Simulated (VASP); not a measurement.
Band structure of Ir (space group Fm-3m). Level of theory: PBE GGA, VASP's PBE PAW potentials (set 64) (plane waves; VASP).

Unless said otherwise, spin-orbit coupling is left out, though it shifts the bands of the heavy elements here.

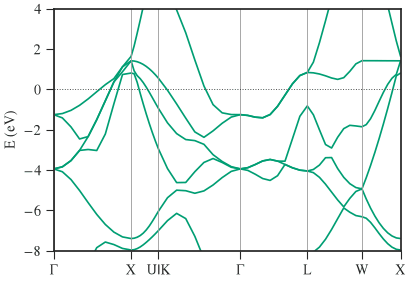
*Bands along high-symmetry lines, zero at the valence-band maximum or, without a gap, the Fermi level*

Problem. Read the plot: is there a gap, and where are the band edges?

Solution. It has no gap at this level: it comes out as a metal or semimetal.

The structure is a typed Ir crystal (Fm-3m). The cell was not relaxed at this level.
